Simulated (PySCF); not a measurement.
# C₆H₃Cl₂F: a changed input and its effect

System: C₆H₃Cl₂F.
Method of the first run: GIAO PBE0/pcSseg-1 NMR shielding, non-relativistic, IEF-PCM acetonitrile (PySCF 2.14.0).

The geometry comes from this level: GFN2-xTB. Text and figures count atoms from 1; the logs count them from 0 in places.

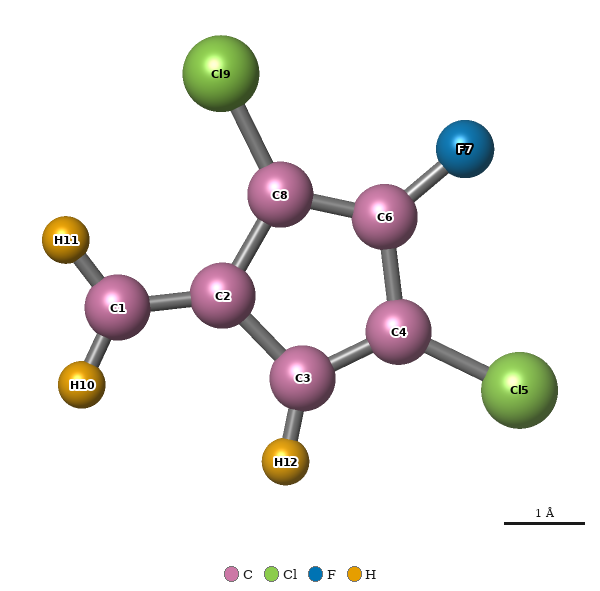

Fig. 1: The structure as given in the input (ball-and-stick view, seen at a tilt; atoms are numbered from 1 in the order of the input). Bond lengths as drawn: C–C 1.33 to 1.47 Å, C–Cl 1.70 Å, C–F 1.33 Å and C–H 1.07 to 1.08 Å.

## Input, the first run
```
{"job": {"xc": "PBE0", "basis": "pcSseg-1", "solvent": "acetonitrile", "kind": "nmr", "pop": false}, "charge": 0, "multiplicity": 1}
C     -2.029913    -0.329343     0.034363
C     -0.707669    -0.146598     0.012182
C      0.332255    -1.166172     0.053632
C      1.531312    -0.548453     0.010828
Cl     3.080300    -1.249788     0.031499
C      1.316009     0.894842    -0.060320
F      2.311155     1.776697    -0.114569
C     -0.009806     1.144757    -0.060334
Cl    -0.801752     2.651808    -0.129022
H     -2.457821    -1.315192     0.088327
H     -2.707811     0.506512    -0.001591
H      0.144938    -2.219758     0.108979
```

The first line tells a small driver script what to run in PySCF; the rest is the geometry in Å.

Command:
```bash
OMP_NUM_THREADS=1 python <driver script> task.json out
```

Hardware: 1 CPU thread, shared host.

## Output (the first run)
```
coarse grid: 12712 points
cycle   1  E = -1249.7718591126  dE =  1.720e+00  |g| = 5.027e-01  |ddm| = 3.884e+00
cycle   2  E = -1249.7020980612  dE =  6.976e-02  |g| = 7.664e-01  |ddm| = 1.154e+00
cycle   3  E = -1249.8230192191  dE = -1.209e-01  |g| = 8.673e-02  |ddm| = 7.401e-01
cycle   4  E = -1249.8245812154  dE = -1.562e-03  |g| = 3.985e-02  |ddm| = 1.119e-01
cycle   5  E = -1249.8249357256  dE = -3.545e-04  |g| = 1.260e-02  |ddm| = 4.646e-02
cycle   6  E = -1249.8249692382  dE = -3.351e-05  |g| = 2.751e-03  |ddm| = 1.323e-02
cycle   7  E = -1249.8249708015  dE = -1.563e-06  |g| = 1.280e-03  |ddm| = 3.212e-03
final grid: 118464 points
cycle   8  E = -1249.8828323545  dE = -4.000e-05  |g| = 6.862e-03  |ddm| = 4.311e-02
cycle   9  E = -1249.8828260487  dE =  6.306e-06  |g| = 8.699e-03  |ddm| = 1.669e-02
cycle  10  E = -1249.8828422425  dE = -1.619e-05  |g| = 1.645e-03  |ddm| = 1.019e-02
cycle  11  E = -1249.8828426773  dE = -4.348e-07  |g| = 3.899e-04  |ddm| = 1.672e-03
cycle  12  E = -1249.8828427135  dE = -3.619e-08  |g| = 9.146e-05  |ddm| = 4.044e-04
cycle  13  E = -1249.8828427152  dE = -1.736e-09  |g| = 3.590e-05  |ddm| = 1.211e-04
cycle  14  E = -1249.8828427155  dE = -2.760e-10  |g| = 1.070e-05  |ddm| = 4.631e-05
converged SCF energy = -1249.8828427155

GIAO shielding tensors (ppm)
atom      isotropic    diamagn.    paramagn.     s11        s22        s33       span
  0 C       45.072     249.465    -204.393    -55.280     18.086    172.411    227.691
  1 C       40.976     257.049    -216.073    -61.129     36.284    147.774    208.904
  2 C       60.085     245.822    -185.737    -33.794     68.971    145.078    178.873
  3 C       49.500     258.428    -208.928    -37.080     77.222    108.358    145.438
  4 Cl     780.491    1144.973    -364.482    571.681    814.634    955.160    383.479
  5 C       21.268     247.266    -225.998    -56.542     53.525     66.820    123.362
  6 F      314.322     468.986    -154.664    235.566    279.702    427.697    192.131
  7 C       75.675     255.197    -179.521     15.094     97.611    114.320     99.226
  8 Cl     830.753    1146.344    -315.591    597.973    909.920    984.366    386.393
  9 H       24.880      28.251      -3.371     22.478     23.469     28.691      6.213
 10 H       24.625      28.741      -4.116     21.391     22.478     30.007      8.616
 11 H       25.035      30.957      -5.922     22.397     24.425     28.283      5.886
```

For the second run the input was changed thus:
```diff
-"xc": "PBE0"
+"xc": "BHandHLYP"
-"solvent": "acetonitrile"
+"solvent": "tetrahydrofuran"
```

What does this change do to the results?

The total energies belong to different models, so their difference says nothing on which is more stable or more accurate. The HOMO goes from −6.67 to −7.57 eV. The LUMO goes from −2.43 to −1.44 eV. The dipole moment goes from 4.03 to 4.20 D. Of all shieldings, the largest change is that of Cl5, by +24.5 ppm. The functional changes from PBE0 to BHandHLYP. The SCF takes 13 iterations against 14.

## Output (the second run)
```
coarse grid: 12712 points
cycle   1  E = -1250.2384013232  dE =  2.033e+00  |g| = 5.691e-01  |ddm| = 3.801e+00
cycle   2  E = -1250.2269243770  dE =  1.148e-02  |g| = 6.659e-01  |ddm| = 1.138e+00
cycle   3  E = -1250.3152136788  dE = -8.829e-02  |g| = 6.233e-02  |ddm| = 6.482e-01
cycle   4  E = -1250.3161741403  dE = -9.605e-04  |g| = 2.951e-02  |ddm| = 9.268e-02
cycle   5  E = -1250.3163750599  dE = -2.009e-04  |g| = 8.982e-03  |ddm| = 3.529e-02
cycle   6  E = -1250.3163947874  dE = -1.973e-05  |g| = 2.294e-03  |ddm| = 1.083e-02
cycle   7  E = -1250.3163965151  dE = -1.728e-06  |g| = 9.962e-04  |ddm| = 3.920e-03
final grid: 118464 points
cycle   8  E = -1250.3588422597  dE = -1.526e-05  |g| = 3.337e-03  |ddm| = 1.917e-02
cycle   9  E = -1250.3588419150  dE =  3.447e-07  |g| = 3.773e-03  |ddm| = 7.178e-03
cycle  10  E = -1250.3588445730  dE = -2.658e-06  |g| = 2.999e-04  |ddm| = 3.682e-03
cycle  11  E = -1250.3588445916  dE = -1.860e-08  |g| = 1.553e-04  |ddm| = 3.861e-04
cycle  12  E = -1250.3588445977  dE = -6.110e-09  |g| = 2.767e-05  |ddm| = 1.691e-04
cycle  13  E = -1250.3588445980  dE = -2.474e-10  |g| = 1.494e-05  |ddm| = 4.945e-05
converged SCF energy = -1250.3588445980

GIAO shielding tensors (ppm)
atom      isotropic    diamagn.    paramagn.     s11        s22        s33       span
  0 C       43.491     249.715    -206.224    -65.056     23.686    171.842    236.898
  1 C       40.049     257.473    -217.423    -68.586     40.155    148.580    217.166
  2 C       56.534     247.305    -190.772    -45.414     69.524    145.491    190.905
  3 C       47.666     257.447    -209.781    -47.316     78.617    111.697    159.013
  4 Cl     804.962    1144.943    -339.981    601.700    822.504    990.681    388.981
  5 C       19.189     248.001    -228.812    -66.982     54.402     70.147    137.130
  6 F      334.323     470.364    -136.040    258.984    306.361    437.625    178.641
  7 C       72.711     254.508    -181.796      4.857     95.713    117.564    112.707
  8 Cl     848.888    1146.343    -297.455    625.811    913.039   1007.813    382.002
  9 H       25.133      28.509      -3.376     22.622     23.549     29.228      6.606
 10 H       24.862      28.897      -4.036     21.688     22.499     30.399      8.711
 11 H       25.166      30.964      -5.799     22.350     24.517     28.631      6.280
```

## The two runs side by side

| quantity | the first run | the second run |
| --- | --- | --- |
| outcome | converged | converged |
| total energy (hartree) | −1249.882843 | −1250.358845 |
| HOMO (eV) | −6.67 | −7.57 |
| LUMO (eV) | −2.43 | −1.44 |
| dipole moment (D) | 4.03 | 4.20 |
| shielding of C3 (ppm) | 60.1 | 56.5 |
| shielding of C4 (ppm) | 49.5 | 47.7 |
| shielding of Cl5 (ppm) | 780.5 | 805.0 |
| shielding of C6 (ppm) | 21.3 | 19.2 |
| shielding of F7 (ppm) | 314.3 | 334.3 |
| shielding of C8 (ppm) | 75.7 | 72.7 |
| shielding of Cl9 (ppm) | 830.8 | 848.9 |
| SCF iterations | 14 | 13 |
| basis functions | 182 | 182 |
| wall time (shared host) | 23 s | 22 s |
